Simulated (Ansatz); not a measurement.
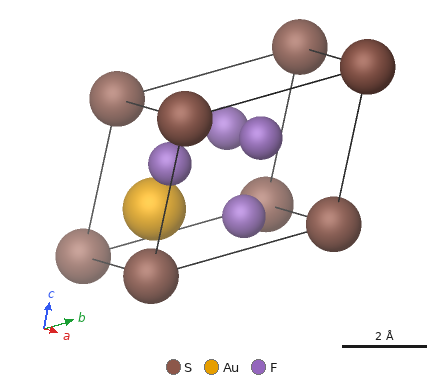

The crystal in a spheres-only representation, seen slightly off an axis. The lines enclose the simulation cell; boundary atoms appear with their images.

```
CELL_PARAMETERS angstrom
0.00000 3.28920 3.28920
3.28920 0.00000 3.28920
3.28920 3.28920 0.00000
ATOMIC_POSITIONS crystal
S 0.00000 0.00000 0.00000
Au 0.25000 0.25000 0.25000
F 0.62432 0.62432 0.12704
F 0.62432 0.12704 0.62432
F 0.12704 0.62432 0.62432
F 0.62432 0.62432 0.62432
```

Computational set-up: DFT PBE, scalar-relativistic, plane waves, PAW in Ansatz, a cutoff energy of 420 eV, 10×10×10 k-mesh, Gaussian smearing of 0.1 eV, collinear spins. The state is ferromagnetic.

Q: How are the electrons shared out in a Bader analysis?

A: Au +0.92 e; S +0.54 e; F -0.36 e.

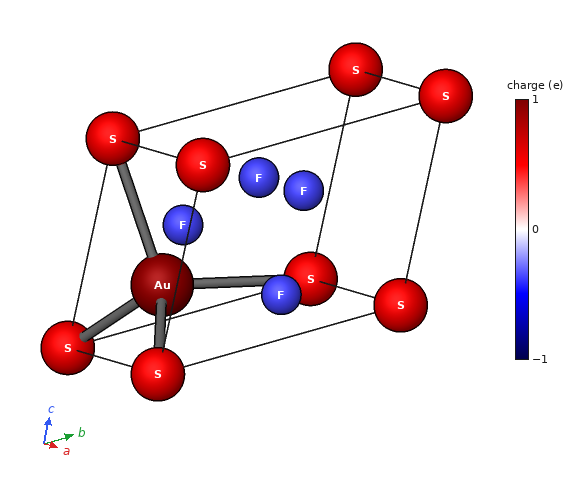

The atoms coloured by those charges.

The model was built from a structure type filled with these elements by a generator (whether the compound takes this form wasn't checked). Earlier steps of the study may have refined or changed the cell and positions. It was run through Ansatz as a DFT input.
